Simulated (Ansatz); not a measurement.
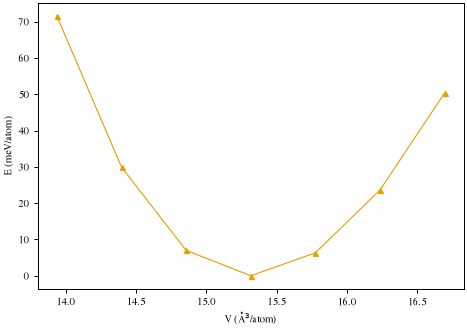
GeRh in space group I4_1md (No. 109; Rh on 4a, Ge on 4a) under volume change, the program Ansatz at the PBE level (PAW), shape and atoms relaxed at each volume.

### Question
What does a third-order Birch–Murnaghan fit give for V₀, B₀ and B′?

### Answer
V₀ = 15.32 Å³/atom, B₀ = 154 GPa, B′ = 4.8.

A made-up cell: these elements were put on the sites of a structure type; neither database checked (COD, Materials Project) lists it. COD files the formula under space group No. 62, so this cell is another polymorph or a model. Whether it is the stable phase at ambient conditions was not checked. The cell was relaxed with PBE under the symmetry of its start; its stability against distortions is not shown here. No spin polarisation was allowed.

Potentials: the later of the program's two PAW sets.
